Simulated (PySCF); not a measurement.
## C₄H₈F₂: geometry relaxation

The run: geometry relaxation of C₄H₈F₂ (1,1-difluoro-2-methylpropane), SMILES CC(C)C(F)F. Method and program: PBE0-D3(BJ)/def2-SVP geometry optimisation, gas phase (PySCF 2.14.0).

It belongs to a series of runs on one base structure; here: constitutional isomer.

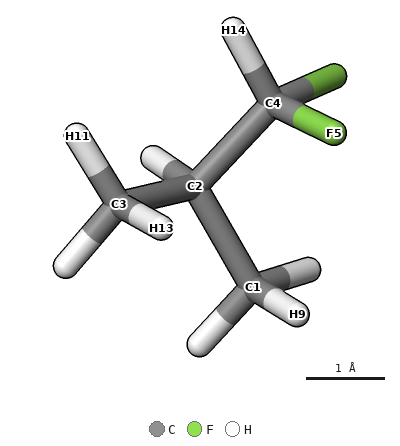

The structure as given in the input (stick view, seen at a tilt; atoms are numbered from 1 in the order of the input). Bond lengths as drawn: C–C 1.52 to 1.56 Å, C–F 1.34 to 1.35 Å and C–H 1.06 to 1.14 Å.

### The input
```
{"job": {"xc": "PBE0", "basis": "def2-SVP", "d3": "d3bj", "grid": 1, "shake": 0.01, "kind": "geom"}, "charge": 0, "multiplicity": 1}
C      1.423320    -0.322620     0.219660
C      0.008400    -0.159830    -0.406140
C     -1.032180    -1.030320     0.304990
C     -0.402630     1.305910    -0.359040
F     -0.407780     1.785400     0.898170
F      0.388010     2.100440    -1.085430
H      1.752340    -1.328130     0.137600
H      2.129200     0.350680    -0.303650
H      1.373650    -0.010610     1.285020
H      0.054770    -0.432580    -1.453250
H     -1.998530    -0.949570    -0.147130
H     -0.694160    -2.067430     0.290920
H     -1.127640    -0.712520     1.344070
H     -1.473930     1.456110    -0.733540
```

The first line tells a small driver script what to run in PySCF; the rest is the geometry in Å.

Run on 1 CPU thread, shared host.

Command:
```bash
OMP_NUM_THREADS=1 python <driver script> task.json out
```

### Output
```
step   0  E = -356.29367329  max force = 0.041211
step   1  E = -356.29662901  max force = 0.014929
step   2  E = -356.29839426  max force = 0.003870
step   3  E = -356.29859507  max force = 0.001096
step   4  E = -356.29861547  max force = 0.000404
step   5  E = -356.29863913  max force = 0.000780
step   6  E = -356.29865741  max force = 0.000824
step   7  E = -356.29866708  max force = 0.000878
step   8  E = -356.29866720  max force = 0.000424
optimisation converged
```

### Trajectory as extended XYZ (Å, eV, eV/Å), 9 frames, from step=0 to step=8
```
14
Properties=species:S:1:pos:R:3:forces:R:3 step=0 energy=-9695.24468
C     1.4233   -0.3226    0.2197   -1.1740   1.8730  -0.1019
C     0.0084   -0.1598   -0.4061    0.6410   0.3468   1.1887
C    -1.0322   -1.0303    0.3050    1.2456   0.4219   0.0978
C    -0.4026    1.3059   -0.3590   -2.1191  -0.1973  -0.4889
F    -0.4078    1.7854    0.8982    0.2853  -0.0498   0.5676
F     0.3880    2.1004   -1.0854    0.5997   0.0838  -0.3393
H     1.7523   -1.3281    0.1376    0.5007  -1.3121  -0.0330
H     2.1292    0.3507   -0.3036   -0.0520  -0.2340   0.1655
H     1.3737   -0.0106    1.2850    0.1545  -0.2192  -0.3283
H     0.0548   -0.4326   -1.4532   -0.0041  -0.1180  -0.6908
H    -1.9985   -0.9496   -0.1471   -0.9913  -0.0276  -0.5437
H    -0.6942   -2.0674    0.2909   -0.0866  -0.3199   0.0032
H    -1.1276   -0.7125    1.3441   -0.0081   0.0392   0.3592
H    -1.4739    1.4561   -0.7335    1.0084  -0.2868   0.1438
14
Properties=species:S:1:pos:R:3:forces:R:3 step=1 energy=-9695.32511
C     1.4599    0.1726    0.2013   -0.0027  -0.4360  -0.1002
C     0.0810   -0.1434   -0.3534   -0.2417   0.0336  -0.2514
C    -0.6527   -1.2226    0.4255   -0.2297  -0.0732  -0.0304
C    -0.8329    1.0634   -0.4461    0.7677  -0.1959  -0.0485
F    -1.0425    1.5952    0.7829   -0.1318   0.0669  -0.1982
F    -0.2578    2.0177   -1.2240   -0.2991  -0.0135   0.1673
H     2.0290   -0.7798    0.1971    0.0910   0.4008   0.0928
H     1.9854    0.9159   -0.4158   -0.0012  -0.0419   0.0324
H     1.4008    0.5454    1.2341    0.0019  -0.0019   0.0159
H     0.1888   -0.4725   -1.4075    0.0289  -0.0165   0.1547
H    -1.6741   -1.3490    0.0138    0.1990  -0.1555   0.1325
H    -0.1381   -2.1954    0.3886   -0.0010   0.0761  -0.0288
H    -0.7595   -0.9263    1.4800    0.0045  -0.0288   0.0239
H    -1.7933    0.7503   -0.8911   -0.1857   0.3858   0.0380
14
Properties=species:S:1:pos:R:3:forces:R:3 step=2 energy=-9695.37314
C     1.4396    0.1609    0.1963   -0.0093  -0.0933  -0.0046
C     0.0613   -0.1608   -0.3648   -0.1225   0.0464  -0.0598
C    -0.6554   -1.2516    0.4270   -0.0840   0.1229  -0.0188
C    -0.8124    1.0799   -0.4547   -0.0347   0.0591  -0.0623
F    -1.0185    1.6250    0.7663    0.0383  -0.0569   0.1990
F    -0.2317    2.0383   -1.2160    0.1186  -0.0937  -0.0467
H     2.0574   -0.7506    0.2206    0.0025   0.0575   0.0007
H     1.9547    0.9109   -0.4188    0.0067   0.0318   0.0059
H     1.3633    0.5462    1.2239   -0.0067   0.0219   0.0047
H     0.1755   -0.4973   -1.4117   -0.0120  -0.0097   0.0304
H    -1.6715   -1.4327    0.0392    0.0360  -0.0224  -0.0143
H    -0.1077   -2.2036    0.3843    0.0492   0.0175  -0.0095
H    -0.7549   -0.9607    1.4842    0.0145   0.0009  -0.0006
H    -1.8056    0.8678   -0.8906    0.0034  -0.0819  -0.0241
14
Properties=species:S:1:pos:R:3:forces:R:3 step=3 energy=-9695.37861
C     1.4288    0.1621    0.1927    0.0235  -0.0056   0.0135
C     0.0521   -0.1644   -0.3704   -0.0074  -0.0564  -0.0165
C    -0.6620   -1.2511    0.4236   -0.0030   0.0262   0.0188
C    -0.8057    1.0799   -0.4512    0.0147   0.0177  -0.0219
F    -0.9914    1.6098    0.7824   -0.0209   0.0241   0.0396
F    -0.2003    2.0251   -1.2093   -0.0168   0.0190  -0.0042
H     2.0606   -0.7371    0.2226   -0.0022  -0.0267  -0.0122
H     1.9387    0.9184   -0.4199   -0.0050   0.0154   0.0074
H     1.3453    0.5509    1.2189   -0.0047   0.0076  -0.0060
H     0.1657   -0.5028   -1.4155   -0.0090  -0.0092  -0.0054
H    -1.6738   -1.4478    0.0359   -0.0045  -0.0053  -0.0307
H    -0.0999   -2.1948    0.3818    0.0168  -0.0088   0.0170
H    -0.7613   -0.9585    1.4804    0.0022   0.0003  -0.0090
H    -1.8029    0.8819   -0.8867    0.0163   0.0018   0.0096
14
Properties=species:S:1:pos:R:3:forces:R:3 step=4 energy=-9695.37916
C     1.4296    0.1584    0.1921    0.0172  -0.0074  -0.0004
C     0.0519   -0.1644   -0.3718    0.0144   0.0001  -0.0028
C    -0.6630   -1.2499    0.4217   -0.0091   0.0005   0.0090
C    -0.8041    1.0828   -0.4483   -0.0007   0.0008  -0.0177
F    -0.9904    1.6100    0.7874    0.0056   0.0062  -0.0008
F    -0.2014    2.0303   -1.2060   -0.0072  -0.0003   0.0208
H     2.0589   -0.7431    0.2180   -0.0012  -0.0071  -0.0067
H     1.9400    0.9171   -0.4175   -0.0033   0.0047   0.0047
H     1.3461    0.5450    1.2191   -0.0012  -0.0013  -0.0013
H     0.1645   -0.5028   -1.4171   -0.0123   0.0048  -0.0033
H    -1.6722   -1.4494    0.0277    0.0028  -0.0086  -0.0131
H    -0.0978   -2.1924    0.3855    0.0048   0.0013   0.0118
H    -0.7668   -0.9549    1.4771   -0.0077   0.0023  -0.0041
H    -1.8012    0.8849   -0.8828   -0.0021   0.0039   0.0039
14
Properties=species:S:1:pos:R:3:forces:R:3 step=5 energy=-9695.37981
C     1.4314    0.1506    0.1900   -0.0091  -0.0031  -0.0173
C     0.0511   -0.1636   -0.3745    0.0272   0.0401   0.0140
C    -0.6672   -1.2482    0.4166   -0.0021  -0.0249  -0.0115
C    -0.8009    1.0883   -0.4419    0.0085  -0.0029   0.0213
F    -0.9826    1.6082    0.7987    0.0098  -0.0139  -0.0253
F    -0.1983    2.0404   -1.1931    0.0023  -0.0135   0.0104
H     2.0572   -0.7541    0.2055   -0.0007   0.0146   0.0002
H     1.9419    0.9153   -0.4124   -0.0003  -0.0091  -0.0015
H     1.3493    0.5296    1.2199    0.0046  -0.0138   0.0056
H     0.1606   -0.4989   -1.4211   -0.0121   0.0124  -0.0024
H    -1.6695   -1.4562    0.0088    0.0088  -0.0074   0.0080
H    -0.0949   -2.1875    0.3940   -0.0075   0.0101   0.0014
H    -0.7843   -0.9482    1.4689   -0.0182   0.0074   0.0006
H    -1.7997    0.8959   -0.8742   -0.0112   0.0041  -0.0035
14
Properties=species:S:1:pos:R:3:forces:R:3 step=6 energy=-9695.38031
C     1.4337    0.1393    0.1865   -0.0250   0.0059  -0.0195
C     0.0497   -0.1611   -0.3771    0.0218   0.0418   0.0256
C    -0.6745   -1.2468    0.4077    0.0112  -0.0289  -0.0206
C    -0.7948    1.0968   -0.4300   -0.0112  -0.0102   0.0424
F    -0.9701    1.6051    0.8170    0.0171  -0.0186  -0.0419
F    -0.1900    2.0531   -1.1729    0.0134  -0.0067   0.0031
H     2.0555   -0.7682    0.1845    0.0040   0.0182   0.0046
H     1.9436    0.9123   -0.4056    0.0038  -0.0143  -0.0061
H     1.3564    0.5033    1.2221    0.0084  -0.0196   0.0089
H     0.1536   -0.4885   -1.4268   -0.0077   0.0138  -0.0023
H    -1.6670   -1.4660   -0.0177    0.0051  -0.0007   0.0160
H    -0.0939   -2.1813    0.4022   -0.0106   0.0099  -0.0074
H    -0.8119   -0.9410    1.4558   -0.0192   0.0069   0.0025
H    -1.7963    0.9145   -0.8604   -0.0111   0.0023  -0.0054
14
Properties=species:S:1:pos:R:3:forces:R:3 step=7 energy=-9695.38057
C     1.4358    0.1267    0.1829   -0.0243   0.0115  -0.0115
C     0.0477   -0.1572   -0.3786    0.0059   0.0207   0.0180
C    -0.6828   -1.2461    0.3965    0.0123  -0.0167  -0.0159
C    -0.7882    1.1066   -0.4152   -0.0120  -0.0086   0.0451
F    -0.9549    1.6032    0.8375    0.0111  -0.0149  -0.0312
F    -0.1786    2.0662   -1.1495    0.0144   0.0041  -0.0097
H     2.0539   -0.7828    0.1604    0.0046   0.0095   0.0032
H     1.9457    0.9080   -0.3981    0.0046  -0.0104  -0.0050
H     1.3667    0.4711    1.2257    0.0063  -0.0150   0.0060
H     0.1449   -0.4731   -1.4324    0.0012   0.0086  -0.0013
H    -1.6663   -1.4731   -0.0448   -0.0014   0.0040   0.0128
H    -0.0963   -2.1767    0.4038   -0.0082   0.0047  -0.0107
H    -0.8407   -0.9377    1.4410   -0.0094   0.0009   0.0026
H    -1.7927    0.9365   -0.8441   -0.0051   0.0015  -0.0025
14
Properties=species:S:1:pos:R:3:forces:R:3 step=8 energy=-9695.38057
C     1.4369    0.1160    0.1802   -0.0082   0.0068   0.0024
C     0.0457   -0.1532   -0.3789   -0.0097  -0.0038   0.0023
C    -0.6901   -1.2462    0.3858    0.0054   0.0022  -0.0061
C    -0.7821    1.1156   -0.4012   -0.0108  -0.0050   0.0218
F    -0.9404    1.6029    0.8554    0.0049  -0.0038  -0.0084
F    -0.1677    2.0765   -1.1301    0.0079   0.0101  -0.0093
H     2.0519   -0.7947    0.1404    0.0023  -0.0019  -0.0009
H     1.9478    0.9035   -0.3913    0.0020  -0.0023  -0.0010
H     1.3758    0.4425    1.2294    0.0021  -0.0048   0.0011
H     0.1372   -0.4572   -1.4367    0.0076   0.0010   0.0003
H    -1.6695   -1.4734   -0.0642   -0.0052   0.0066   0.0032
H    -0.1027   -2.1759    0.3955   -0.0030  -0.0021  -0.0093
H    -0.8595   -0.9410    1.4297    0.0041  -0.0045   0.0014
H    -1.7893    0.9563   -0.8286    0.0008   0.0015   0.0025
```

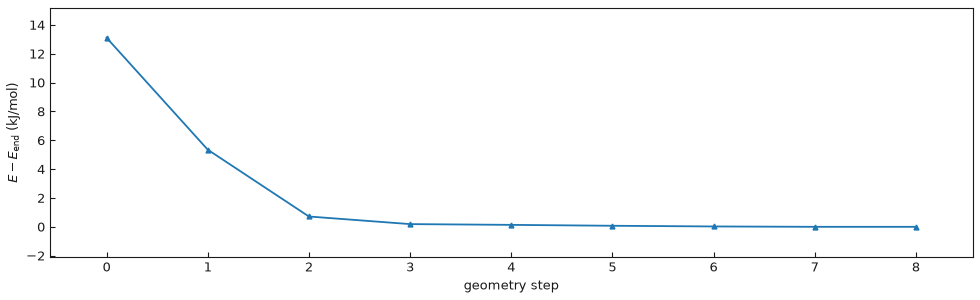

Progress of the relaxation, step by step (steps are counted from 0).

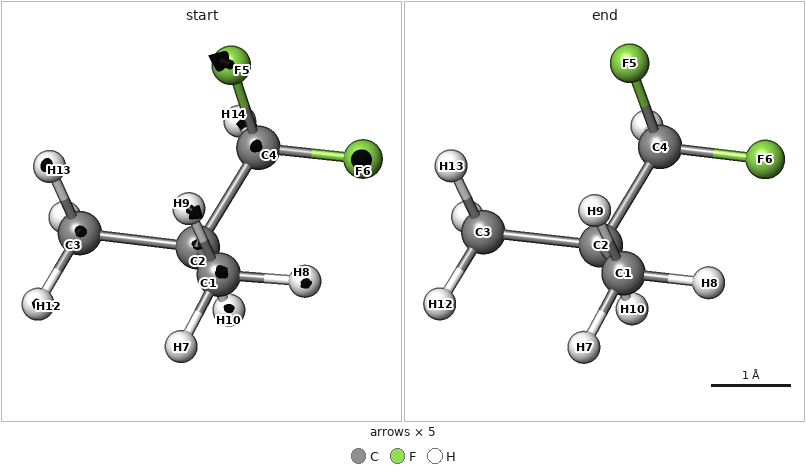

Before (left) and after (right) the relaxation, at one scale (ball-and-stick view, seen at a tilt). The black arrows give the displacements, magnified 5 times. The largest move after the best rigid fit is that of H14, 0.082 Å. Largest moves by element: H 0.082 Å, F 0.077 Å, C 0.037 Å. Among the contacts that change: C4–H14 1.145 → 1.106 Å, C1–H7 1.061 → 1.100 Å, C1–C2 1.556 → 1.523 Å, C3–H11 1.070 → 1.101 Å. Among the angles that change: F5–C4–H14 104.8° → 107.7°, H7–C1–H9 110.7° → 108.1°, C2–C4–F6 113.3° → 110.8°. The energy falls by 13.1 kJ/mol in 8 geometry steps. The largest force component goes from 2.1 to 0.022 eV/Å. (Atoms are counted from 1 in the order of the input.)

### Key numbers

- outcome: converged
- total energy: −356.298667 hartree
- dipole moment: 2.00 D
- point group: C1
- wall time: 46 s
- peak memory: 0.5 GiB
